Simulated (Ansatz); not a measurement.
**Na6GeSb: relaxing a made-up structure**

This structure for Na6GeSb is made up. Its elements were placed in a known structure type with a cell scaled to their sizes. What cell does the guess relax to, and how far off was it?

Program: Ansatz 0.2.0. Level of theory: DFT, PBE, plane-wave PAW, files of the set soft_1, scalar-relativistic, no spin, cell and ions relaxed at zero pressure; PAW set soft_1, in the first sound run; inputs show where later runs differ. Results are calculated unless marked as measured.

## (1) The starting structure

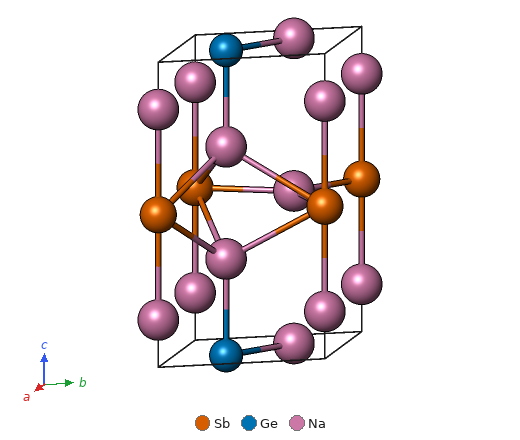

Start, viewed slightly off an axis; antimony orange, germanium blue, sodium pink. Some periodic images of atoms are drawn too.

## (2) Relaxation of the guess

The guessed cell has no reason to be at equilibrium. It is relaxed with the atoms, within the space group of the guess.

The input, input.yaml:

```yaml
crystal:
  lattice:
    - [5.477, 0.0, 0.0]
    - [-2.7385, 4.743221137, 0.0]
    - [0.0, 0.0, 9.672]
  atoms:
    - { symbol: Sb, position: [0.0, 0.0, 0.5] }
    - { symbol: Ge, position: [0.666666667, 0.333333333, 0.0] }
    - { symbol: Na, position: [0.666666667, 0.333333333, 0.3162] }
    - { symbol: Na, position: [0.0, 0.0, 0.1552] }
    - { symbol: Na, position: [0.0, 0.0, 0.8448] }
    - { symbol: Na, position: [0.666666667, 0.333333333, 0.6838] }
    - { symbol: Na, position: [0.333333333, 0.666666667, 0.5] }
    - { symbol: Na, position: [0.333333333, 0.666666667, 0.0] }
kpoints:
  mp_grid: { grid: [6, 6, 3] }
scf:
  occupations: { method: fermi_dirac, width: 0.05 }
hamiltonian:
  xc: pbe
  pseudopotentials: { kind: paw, azcp: { folder: soft_1 } }
relax:
  f_tol: 0.015
  max_steps: 70
  cell: {}
output:
  forces: true
  stress: true
```

The run is started by

```
> ansatz run input.yaml --threads 4 --pin off --max-ram 10240MiB --backend cpu --events-out ev --progress --plain --runs-dir out
```

Numbers of over 12 decimals in the logs are rounded to 6 here.

Output:

```text
Engine: ansatz 0.2.0, aarch64-unknown-linux-gnu
Pseudopotentials: kind: paw
Pseudopotential: Sb, paw, valence charge 15, recommended cutoff 420 eV (normal), soft_1/Sb.paw.azcp
Pseudopotential: Ge, paw, valence charge 14, recommended cutoff 420 eV (normal), soft_1/Ge.paw.azcp
Pseudopotential: Na, paw, valence charge 9, recommended cutoff 420 eV (normal), soft_1/Na.paw.azcp
Functional definition: PBE
  parameter kappa = 0.804
  parameter beta = 0.066725
  exchange = pbe_x(kappa = kappa, mu = beta*pi^2/3)
  correlation = pbe_c(beta = beta)
Crystal: 8 atoms, lattice volume = 251.265 Å³
Basis set: ecut = 420 eV, 4875 PW (Γ), exchange–correlation on 80×80×144 points (8 copies of the dense FFT grid, shifted against one another)
Bands: 50, of which v1, the nominal top of the filled ones, is band 42 counted from 1 (41 counted from 0)
Symmetry: 12 space group operations
Space group: P-6m2 (ITA 187), of the structure as read, at distance tolerance 6.3e-5 Å
k-points: 14 of 108 (time reversal used)
Non-local potential: Sb, projectors of the file, l = 0: 2, l = 1: 2, l = 2: 2, l = 3: 1
Non-local potential: Ge, projectors of the file, l = 0: 2, l = 1: 2, l = 2: 3, l = 3: 1
Non-local potential: Na, projectors of the file, l = 0: 3, l = 1: 2, l = 2: 1
PAW form: soft (Blöchl's): semilocal exchange-correlation on the pseudo side does not see the compensation charge
PAW one-centre angular grid: Sb, 590 points (default); XC on 64 Gauss nodes
PAW one-centre angular grid: Ge, 590 points (default); XC on 64 Gauss nodes
PAW one-centre angular grid: Na, 110 points (default); XC on 64 Gauss nodes
Initial density: superposition of atomic densities (chi_scale 0.1, normalization cell, long waves kept (reshape's long-wave potential 0.13 eV rms))
Initial wavefunctions: pseudopotential atomic-orbital guess
Functional: x = pbe(κ = 0.804, μ = 0.219515), c = pbe(β = 0.066725)
SCF iter   1: F=—  HF=-19701.607828 eV  |F-HF|=—  |Δ(HF+E_count)|=         —  Δρ=3.85e-2  dr2=7.66e0  ethr=3.10e-3  ⟨swp⟩=7.6  Hψ=3006  notcnv=0  defer=1
preconditioner: auto → Kerker (q_TF=auto, 2.268 Å⁻¹)  [metal: Δε(μ)=0.016 eV  Ē_g=5.423 eV  σ=0.050 eV  W_gap=0.08  n_scr=36 (ndim 8)  ℏωp=9.1 eV  f_vac=0.000  D(μ)=4.32/eV (n_scr^D=22)]
SCF iter   2: F=—  HF=-19700.046318 eV  |F-HF|=—  |Δ(HF+E_count)|=    1.56e0  Δρ=1.67e-2  dr2=1.64e0  ethr=3.10e-3  ⟨swp⟩=3.0  Hψ=1458  notcnv=0  defer=31
SCF iter   3: F=—  HF=-19699.702269 eV  |F-HF|=—  |Δ(HF+E_count)|=   3.44e-1  Δρ=5.92e-3  dr2=1.61e-1  ethr=1.98e-3  ⟨swp⟩=3.1  Hψ=868  notcnv=0  defer=31
SCF iter   4: F=—  HF=-19699.685029 eV  |F-HF|=—  |Δ(HF+E_count)|=   1.72e-2  Δρ=2.77e-3  dr2=7.48e-2  ethr=1.93e-4  ⟨swp⟩=2.9  Hψ=1104  notcnv=0  defer=36
SCF iter   5: F=—  HF=-19699.679606 eV  |F-HF|=—  |Δ(HF+E_count)|=   5.42e-3  Δρ=1.55e-3  dr2=2.92e-2  ethr=9.01e-5  ⟨swp⟩=2.0  Hψ=786  notcnv=0  defer=36
SCF iter   6: F=—  HF=-19699.677716 eV  |F-HF|=—  |Δ(HF+E_count)|=   1.89e-3  Δρ=6.54e-4  dr2=2.69e-3  ethr=3.52e-5  ⟨swp⟩=2.1  Hψ=923  notcnv=0  defer=36
SCF iter   7: F=—  HF=-19699.677444 eV  |F-HF|=—  |Δ(HF+E_count)|=   2.72e-4  Δρ=2.97e-4  dr2=5.81e-4  ethr=3.24e-6  ⟨swp⟩=2.1  Hψ=906  notcnv=0  defer=36
SCF iter   8: F=—  HF=-19699.677694 eV  |F-HF|=—  |Δ(HF+E_count)|=   2.50e-4  Δρ=9.92e-5  dr2=7.50e-5  ethr=7.00e-7  ⟨swp⟩=2.0  Hψ=755  notcnv=0  defer=36
SCF iter   9: F=—  HF=-19699.677822 eV  |F-HF|=—  |Δ(HF+E_count)|=   1.28e-4  Δρ=4.70e-5  dr2=1.14e-5  ethr=9.04e-8  ⟨swp⟩=2.9  Hψ=1146  notcnv=0  defer=36
SCF iter  10: F=—  HF=-19699.677820 eV  |F-HF|=—  |Δ(HF+E_count)|=   1.87e-6  Δρ=2.35e-5  dr2=3.17e-6  ethr=1.37e-8  ⟨swp⟩=2.0  Hψ=1162  notcnv=0  defer=36
SCF iter  11: F=—  HF=-19699.677820 eV  |F-HF|=—  |Δ(HF+E_count)|=   7.66e-7  Δρ=1.07e-5  dr2=7.51e-7  ethr=3.82e-9  ⟨swp⟩=2.0  Hψ=1150  notcnv=0  defer=36
SCF iter  12: F=-19699.677819 eV  HF=-19699.677819 eV  |F-HF|=4.54e-8  |Δ(HF+E_count)|=   1.32e-7  Δρ=3.53e-6  dr2=8.29e-8  ethr=1.20e-10  ⟨swp⟩=3.0  Hψ=2616  notcnv=0
SCF 1 converged in 12 iterations: F = -19699.677819 eV  dr2 = 8.29e-8
  greatest PAW one-centre occupation: 0.999 electrons in one spin orbital (limit 2), on the Na atom at site 7 (counted from 0), in its partial waves of l = 0
relax step   1: F+E_penalty+E_count = -19699.67781938 eV  Δ(F+E_penalty+E_count) = +0.000e0 eV  max|allowed force component| = 3.577e-1 eV/Å  Δτ_max = 0.0000 Å  P = -1.211 GPa  Ω = 251.265 Å³  (12 SCF iters, dr2 threshold 1.00e-7 eV, accepted)
Crystal: 8 atoms, lattice volume = 241.670 Å³
Basis set: ecut = 420 eV, 4719 PW (Γ), exchange–correlation on 80×80×144 points (8 copies of the dense FFT grid, shifted against one another)
Initial density: handed on by an earlier stage of this run
Initial wavefunctions: those handed on with the density
iter 1 solved again at ethr=8.38e-5 eV; its pass at ethr=3.10e-3 eV (dr2=6.96e-2 eV) is discarded
SCF iter   1: F=—  HF=-19699.811654 eV  |F-HF|=—  |Δ(HF+E_count)|=         —  Δρ=3.14e-3  dr2=6.98e-2  ethr=8.38e-5  ⟨swp⟩=1.8  Hψ=3400  notcnv=0
preconditioner: auto → LDOS  [metal: Δε(μ)=0.011 eV  Ē_g=5.848 eV  σ=0.050 eV  W_gap=0.05  n_scr=36 (ndim 8)  ℏωp=9.3 eV  f_vac=0.059  D(μ)=4.32/eV (n_scr^D=22)  β→1.0]
SCF iter   2: F=—  HF=-19699.799853 eV  |F-HF|=—  |Δ(HF+E_count)|=   1.18e-2  Δρ=1.04e-3  dr2=3.20e-3  ethr=8.38e-5  ⟨swp⟩=2.9  Hψ=1235  notcnv=0
SCF iter   3: F=—  HF=-19699.799603 eV  |F-HF|=—  |Δ(HF+E_count)|=   2.50e-4  Δρ=6.14e-4  dr2=1.36e-3  ethr=3.85e-6  ⟨swp⟩=2.0  Hψ=1280  notcnv=0
SCF iter   4: F=—  HF=-19699.799237 eV  |F-HF|=—  |Δ(HF+E_count)|=   3.65e-4  Δρ=1.67e-4  dr2=6.00e-5  ethr=1.63e-6  ⟨swp⟩=2.0  Hψ=1274  notcnv=0
SCF iter   5: F=—  HF=-19699.799323 eV  |F-HF|=—  |Δ(HF+E_count)|=   8.60e-5  Δρ=6.46e-5  dr2=1.78e-5  ethr=7.23e-8  ⟨swp⟩=2.0  Hψ=1125  notcnv=0
SCF iter   6: F=—  HF=-19699.799324 eV  |F-HF|=—  |Δ(HF+E_count)|=   8.69e-7  Δρ=3.29e-5  dr2=4.13e-6  ethr=2.15e-8  ⟨swp⟩=2.0  Hψ=874  notcnv=0
SCF iter   7: F=-19699.799325 eV  HF=-19699.799325 eV  |F-HF|=1.84e-7  |Δ(HF+E_count)|=   1.07e-6  Δρ=9.96e-6  dr2=4.84e-7  ethr=9.64e-10  ⟨swp⟩=3.0  Hψ=2739  notcnv=0
SCF 2 converged in 7 iterations: F = -19699.799325 eV  dr2 = 4.84e-7
relax step   2: F+E_penalty+E_count = -19699.79932520 eV  Δ(F+E_penalty+E_count) = -1.215e-1 eV  max|allowed force component| = 1.733e-1 eV/Å  Δτ_max = 0.0769 Å  P = -0.697 GPa  Ω = 241.670 Å³  energy of the carried Pulay correction = +3.751e-4 eV  (7 SCF iters, dr2 threshold 8.00e-7 eV, accepted)
Crystal: 8 atoms, lattice volume = 229.597 Å³
Basis set: ecut = 420 eV, 4513 PW (Γ), exchange–correlation on 80×80×144 points (8 copies of the dense FFT grid, shifted against one another)
iter 1 solved again at ethr=7.55e-5 eV; its pass at ethr=3.10e-3 eV (dr2=6.26e-2 eV) is discarded
SCF iter   1: F=—  HF=-19699.860761 eV  |F-HF|=—  |Δ(HF+E_count)|=         —  Δρ=3.62e-3  dr2=6.30e-2  ethr=7.55e-5  ⟨swp⟩=2.0  Hψ=3163  notcnv=0
preconditioner: auto → LDOS  [metal: Δε(μ)=0.034 eV  Ē_g=6.014 eV  σ=0.050 eV  W_gap=0.16  n_scr=36 (ndim 8)  ℏωp=9.5 eV  f_vac=0.054  D(μ)=3.59/eV (n_scr^D=22)  β→1.0]
SCF iter   2: F=—  HF=-19699.847780 eV  |F-HF|=—  |Δ(HF+E_count)|=   1.30e-2  Δρ=1.13e-3  dr2=2.78e-3  ethr=7.55e-5  ⟨swp⟩=3.1  Hψ=1310  notcnv=0
SCF iter   3: F=—  HF=-19699.847320 eV  |F-HF|=—  |Δ(HF+E_count)|=   4.60e-4  Δρ=6.17e-4  dr2=1.34e-3  ethr=3.35e-6  ⟨swp⟩=2.0  Hψ=1335  notcnv=0
SCF iter   4: F=—  HF=-19699.846934 eV  |F-HF|=—  |Δ(HF+E_count)|=   3.86e-4  Δρ=1.78e-4  dr2=1.90e-4  ethr=1.61e-6  ⟨swp⟩=2.0  Hψ=1104  notcnv=0
SCF iter   5: F=—  HF=-19699.847029 eV  |F-HF|=—  |Δ(HF+E_count)|=   9.44e-5  Δρ=7.70e-5  dr2=2.63e-5  ethr=2.29e-7  ⟨swp⟩=2.0  Hψ=852  notcnv=0
SCF iter   6: F=—  HF=-19699.847026 eV  |F-HF|=—  |Δ(HF+E_count)|=   2.79e-6  Δρ=3.46e-5  dr2=5.33e-6  ethr=3.17e-8  ⟨swp⟩=2.0  Hψ=856  notcnv=0
SCF iter   7: F=-19699.847027 eV  HF=-19699.847027 eV  |F-HF|=3.07e-7  |Δ(HF+E_count)|=   1.24e-6  Δρ=1.30e-5  dr2=6.96e-7  ethr=9.64e-10  ⟨swp⟩=3.0  Hψ=2734  notcnv=0
SCF 3 converged in 7 iterations: F = -19699.847027 eV  dr2 = 6.96e-7
relax step   3: F+E_penalty+E_count = -19699.84702677 eV  Δ(F+E_penalty+E_count) = -4.770e-2 eV  max|allowed force component| = 2.454e-2 eV/Å  Δτ_max = 0.0794 Å  P = +0.201 GPa  Ω = 229.597 Å³  energy of the carried Pulay correction = +8.684e-4 eV  (7 SCF iters, dr2 threshold 8.00e-7 eV, accepted)
Crystal: 8 atoms, lattice volume = 232.219 Å³
Basis set: ecut = 420 eV, 4537 PW (Γ), exchange–correlation on 80×80×144 points (8 copies of the dense FFT grid, shifted against one another)
iter 1 solved again at ethr=7.71e-7 eV; its pass at ethr=3.10e-3 eV (dr2=6.40e-4 eV) is discarded
SCF iter   1: F=—  HF=-19699.849357 eV  |F-HF|=—  |Δ(HF+E_count)|=         —  Δρ=4.78e-4  dr2=6.83e-4  ethr=7.71e-7  ⟨swp⟩=3.0  Hψ=3394  notcnv=0
preconditioner: auto → LDOS  [metal: Δε(μ)=0.049 eV  Ē_g=5.983 eV  σ=0.050 eV  W_gap=0.24  n_scr=36 (ndim 8)  ℏωp=9.4 eV  f_vac=0.062  D(μ)=4.33/eV (n_scr^D=22)  β→1.0]
SCF iter   2: F=—  HF=-19699.849222 eV  |F-HF|=—  |Δ(HF+E_count)|=   1.35e-4  Δρ=1.85e-4  dr2=9.20e-5  ethr=7.71e-7  ⟨swp⟩=2.0  Hψ=1134  notcnv=0
SCF iter   3: F=—  HF=-19699.849308 eV  |F-HF|=—  |Δ(HF+E_count)|=   8.57e-5  Δρ=8.02e-5  dr2=2.23e-5  ethr=1.11e-7  ⟨swp⟩=2.0  Hψ=1280  notcnv=0
SCF iter   4: F=—  HF=-19699.849302 eV  |F-HF|=—  |Δ(HF+E_count)|=   5.95e-6  Δρ=3.03e-5  dr2=4.54e-6  ethr=2.69e-8  ⟨swp⟩=2.0  Hψ=1010  notcnv=0
SCF iter   5: F=—  HF=-19699.849301 eV  |F-HF|=—  |Δ(HF+E_count)|=   5.76e-7  Δρ=1.23e-5  dr2=9.85e-7  ethr=5.47e-9  ⟨swp⟩=2.0  Hψ=862  notcnv=0
SCF iter   6: F=-19699.849301 eV  HF=-19699.849301 eV  |F-HF|=7.64e-9  |Δ(HF+E_count)|=   1.41e-7  Δρ=4.28e-6  dr2=6.75e-8  ethr=3.97e-10  ⟨swp⟩=4.0  Hψ=2049  notcnv=0
SCF 4 converged in 6 iterations: F = -19699.849301 eV  dr2 = 6.75e-8
relax step   4: F+E_penalty+E_count = -19699.84930125 eV  Δ(F+E_penalty+E_count) = -2.274e-3 eV  max|allowed force component| = 6.824e-3 eV/Å  Δτ_max = 0.0124 Å  P = -0.012 GPa  Ω = 232.219 Å³  energy of the carried Pulay correction = +7.592e-4 eV  (6 SCF iters, dr2 threshold 3.30e-7 eV, accepted)
Crystal: 8 atoms, lattice volume = 232.107 Å³
Basis set: ecut = 420 eV, 4539 PW (Γ), exchange–correlation on 80×80×144 points (8 copies of the dense FFT grid, shifted against one another)
iter 1 solved again at ethr=1.04e-7 eV; its pass at ethr=3.10e-3 eV (dr2=8.67e-5 eV) is discarded
SCF iter   1: F=—  HF=-19699.849413 eV  |F-HF|=—  |Δ(HF+E_count)|=         —  Δρ=1.22e-4  dr2=8.88e-5  ethr=1.04e-7  ⟨swp⟩=2.7  Hψ=3010  notcnv=0
preconditioner: auto → LDOS  [metal: Δε(μ)=0.059 eV  Ē_g=5.984 eV  σ=0.050 eV  W_gap=0.28  n_scr=36 (ndim 8)  ℏωp=9.4 eV  f_vac=0.061  D(μ)=4.24/eV (n_scr^D=22)  β→1.0]
SCF iter   2: F=—  HF=-19699.849398 eV  |F-HF|=—  |Δ(HF+E_count)|=   1.49e-5  Δρ=3.08e-5  dr2=4.24e-6  ethr=1.04e-7  ⟨swp⟩=2.0  Hψ=1038  notcnv=0
SCF iter   3: F=—  HF=-19699.849509 eV  |F-HF|=—  |Δ(HF+E_count)|=   1.10e-4  Δρ=9.56e-6  dr2=1.01e-6  ethr=5.11e-9  ⟨swp⟩=2.0  Hψ=1038  notcnv=0
SCF iter   4: F=—  HF=-19699.849508 eV  |F-HF|=—  |Δ(HF+E_count)|=   1.44e-7  Δρ=4.71e-6  dr2=4.31e-8  ethr=1.22e-9  ⟨swp⟩=2.0  Hψ=1039  notcnv=0
SCF iter   5: F=—  HF=-19699.849508 eV  |F-HF|=—  |Δ(HF+E_count)|=   3.83e-9  Δρ=2.03e-6  dr2=1.22e-8  ethr=1.14e-11  ⟨swp⟩=5.0  Hψ=2532  notcnv=0
SCF iter   6: F=-19699.849508 eV  HF=-19699.849508 eV  |F-HF|=1.53e-10  |Δ(HF+E_count)|=  2.44e-10  Δρ=7.21e-7  dr2=1.72e-9  ethr=1.14e-11  ⟨swp⟩=4.0  Hψ=2082  notcnv=0
SCF 5 converged in 6 iterations: F = -19699.849508 eV  dr2 = 1.72e-9
relax step   5: F+E_penalty+E_count = -19699.84950839 eV  Δ(F+E_penalty+E_count) = -2.071e-4 eV  max|allowed force component| = 4.890e-4 eV/Å  Δτ_max = 0.0035 Å  P = -0.002 GPa  Ω = 232.107 Å³  energy of the carried Pulay correction = +7.639e-4 eV  (6 SCF iters, dr2 threshold 9.44e-9 eV, accepted)
Basis set: ecut = 420 eV, 4539 PW (Γ), exchange–correlation on 72×72×144 points (8 copies of the dense FFT grid, shifted against one another)
Initial wavefunctions: pseudopotential atomic-orbital guess (no wavefunctions were taken with the density)
iter 1 solved again at ethr=8.77e-8 eV; its pass at ethr=3.10e-3 eV (dr2=7.28e-5 eV) is discarded
SCF iter   1: F=—  HF=-19699.848581 eV  |F-HF|=—  |Δ(HF+E_count)|=         —  Δρ=4.95e-5  dr2=8.21e-7  ethr=8.77e-8  ⟨swp⟩=3.3  Hψ=4774  notcnv=0
preconditioner: auto → LDOS  [metal: Δε(μ)=0.059 eV  Ē_g=5.983 eV  σ=0.050 eV  W_gap=0.28  n_scr=36 (ndim 8)  ℏωp=9.4 eV  f_vac=0.061  D(μ)=4.26/eV (n_scr^D=22)  β→1.0]
SCF iter   2: F=—  HF=-19699.848722 eV  |F-HF|=—  |Δ(HF+E_count)|=   1.41e-4  Δρ=1.65e-5  dr2=3.82e-7  ethr=9.89e-10  ⟨swp⟩=2.0  Hψ=1285  notcnv=0
SCF iter   3: F=—  HF=-19699.848722 eV  |F-HF|=—  |Δ(HF+E_count)|=   4.21e-7  Δρ=4.07e-6  dr2=1.13e-8  ethr=4.60e-10  ⟨swp⟩=2.0  Hψ=1282  notcnv=0
SCF iter   4: F=—  HF=-19699.848722 eV  |F-HF|=—  |Δ(HF+E_count)|=   9.53e-9  Δρ=1.38e-6  dr2=4.25e-9  ethr=1.36e-11  ⟨swp⟩=2.0  Hψ=883  notcnv=0
SCF iter   5: F=—  HF=-19699.848722 eV  |F-HF|=—  |Δ(HF+E_count)|=  4.80e-10  Δρ=4.84e-7  dr2=1.32e-9  ethr=5.12e-12  ⟨swp⟩=2.3  Hψ=1206  notcnv=0
SCF iter   6: F=—  HF=-19699.848722 eV  |F-HF|=—  |Δ(HF+E_count)|=  1.06e-10  Δρ=1.56e-7  dr2=9.76e-11  ethr=1.59e-12  ⟨swp⟩=2.0  Hψ=789  notcnv=0
SCF iter   7: F=-19699.848722 eV  HF=-19699.848722 eV  |F-HF|=3.64e-12  |Δ(HF+E_count)|=  7.28e-12  Δρ=4.22e-8  dr2=4.13e-12  ethr=1.00e-12  ⟨swp⟩=4.0  Hψ=2011  notcnv=0
SCF 6 converged in 7 iterations: F = -19699.848722 eV  dr2 = 4.13e-12
relax step   6: F+E_penalty+E_count = -19699.84872151 eV  Δ(F+E_penalty+E_count) = +7.869e-4 eV  max|allowed force component| = 5.002e-4 eV/Å  Δτ_max = 0.0000 Å  P = -0.002 GPa  Ω = 232.107 Å³  stress off target by 1.07e-2 GPa  SCF on the basis re-selected at this cell (its energy is not comparable with the rows above)  (7 SCF iters)
basis re-selected at this cell: Δ(F+E_penalty+E_count) = +7.869e-4 eV, ΔP = -0.000 GPa vs the last step (what re-selecting the basis moved, of the pressure what is left beyond the Pulay correction that the steps carried, after the strain that the cell walked since its last selection, with what the two solves' SCF thresholds leave and, on support functions, any second-order correction that the steps lacked; it is no measure of the basis error at this ecutwfc). The dense FFT grid was sized anew with the basis: this SCF ran on 36×36×72 points, the steps before it on 40×40×72, so part of this shift can come from that change (see relax.cell in the input reference). [rest of the remark cut]
SCF converged after 7 iterations
Free energy (F): -19699.848722 eV
Harris-Foulkes:  -19699.848722 eV  (|F-HF|=3.64e-12)
Internal energy: -19699.813349 eV  (E = F + TS)
E sigma→0 (E₀):  -19699.831035 eV
Entropy (-TS):   -0.035372 eV (-4.422 meV/atom)
Fermi energy:    3.320187 eV
--- Per-component energies (eV) ---
  E_band       = -1763.371317
  E_kinetic    = 934.312375
  E_local      = -13432.348436  (includes V_loc(G=0)·N_el)
  E_nonlocal   = 2276.019649
  E_hartree    = 5069.134661
  E_xc         = -390.129703
  E_vxc        = -438.193575  (∫ρ·V_xc dr)
  E_paw        = -8317.172380  (= ΣΔE_a)
  E_vpaw       = -1241.430868  (= ΣTr[D̂ρ^β])
  E_aug_tail   = 0.000215  (compensation charges beyond the density's cutoff)
  E_ewald      = -5839.629731
  E_smearing   = -0.035372  (= −TS)
  E_closure    = -0.000000  (closes the sum)
  Σ components = -19699.848722   (vs F -19699.848722, Δ=0.00e0)
--- Forces (eV/Å), atoms counted from 1 ---
  atom   1  Sb     0.00000000     0.00000000     0.00000000
  atom   2  Ge    -0.00000000    -0.00000000     0.00000000
  atom   3  Na     0.00000000    -0.00000000     0.00050016
  atom   4  Na     0.00000000     0.00000000     0.00033597
  atom   5  Na    -0.00000000     0.00000000    -0.00033597
  atom   6  Na    -0.00000000    -0.00000000    -0.00050016
  atom   7  Na     0.00000000     0.00000000     0.00000000
  atom   8  Na    -0.00000000    -0.00000000     0.00000000
  max |Σ_I F_I| component: 1.91e-17 eV/Å
--- Stress (GPa, compression-positive) ---
       -0.008136       0.000000       0.000000
        0.000000      -0.008136       0.000000
        0.000000       0.000000       0.010739
  P = ⅓ Tr σ = -0.0018 GPa (-0.018 kbar)
--- Relaxed structure (5 steps of the walk, 5 accepted, 1 SCFs on fresh bases) ---
  F+E_penalty+E_count = -19699.84872151 eV   max|allowed force component| = 5.002e-4 eV/Å   (the final SCF, on the basis selected at the relaxed cell)
  cell:  # Å, volume = 232.1069 Å³
    - [5.287991, 0, 0.0]
    - [-2.643995, 4.579534, 0.0]
    - [0.0, 0.0, 9.584647]
  atoms:
    - { symbol: Sb, position: [-4.625929271425601e-18, 4.625929271425603e-18, 0.5] }
    - { symbol: Ge, position: [0.666667, 0.333333, -1.7375034815472826e-19] }
    - { symbol: Na, position: [0.666667, 0.333333, 0.328882] }
    - { symbol: Na, position: [-4.625929271425602e-18, 4.625929271425601e-18, 0.170442] }
    - { symbol: Na, position: [-4.625929271425602e-18, 4.625929271425601e-18, 0.829558] }
    - { symbol: Na, position: [0.666667, 0.333333, 0.671118] }
    - { symbol: Na, position: [0.333333, 0.666667, 0.5] }
    - { symbol: Na, position: [0.333333, 0.666667, -1.7375034815472826e-19] }
```

Wall time 24 s (4 threads of Arm Neoverse V1, shared host); peak memory 0.64 GiB.

(Continued in part 2 of 2.)

[Logs are printed without paths, hosts, clocks, repeated set-up lines and the standing remarks that a program may print on its own settings, such as how far it seeks lower states.]

[Hosts, paths, dates, database ids (printed as entryN), source tags and the programs' standing remarks are cut or masked in the printed files.]
